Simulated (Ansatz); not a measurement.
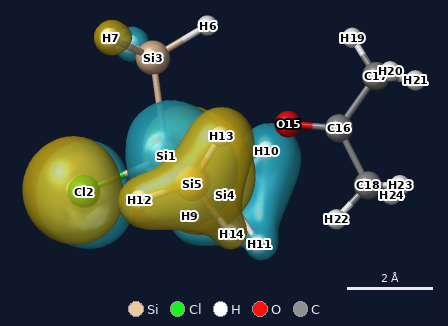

C₃H₁₅ClOSi₄. The HOMO−1 at ±0.06 Å⁻³ᐟ² (yellow and cyan are the two phases), seen at a tilt.

At this geometry the atoms fall into two loosely joined parts.

All numbers below come from Ansatz 0.2.0, DFT PBE, Gaussian basis def2-SVP.

```xyz
24

Si   -1.3850   -0.5598   -1.0905
Cl   -1.6214   -2.6012   -0.5336
Si   -1.0129    0.5610    0.9499
Si   -3.4163    0.0657   -2.1239
Si    0.4863   -0.4928   -2.5326
H    -0.8261    2.0396    0.7467
H     0.2164   -0.0025    1.6139
H    -2.1888    0.3360    1.8645
H    -4.4938   -0.8981   -1.7001
H    -3.8475    1.4541   -1.7324
H    -3.2972    0.0074   -3.6256
H     1.3013   -1.7434   -2.3293
H     1.3691    0.6952   -2.2582
H     0.0526   -0.4453   -3.9759
O    -1.1048    2.1910   -2.2868
C    -1.1001    3.1010   -3.1107
C    -0.8261    4.5310   -2.6926
C    -1.3759    2.8553   -4.5795
H    -0.8245    4.6140   -1.5908
H     0.1676    4.8410   -3.0817
H    -1.5681    5.2281   -3.1335
H    -1.2943    1.7792   -4.8178
H    -0.7013    3.4492   -5.2287
H    -2.4115    3.1897   -4.8066
```

### Where does this orbital lie, and at what energy?

It lies mainly on Cl2 (about 35 %), Si1 (about 20 %), Si4 (about 15 %) and Si5 (about 15 %). Its energy is −6.25 eV.
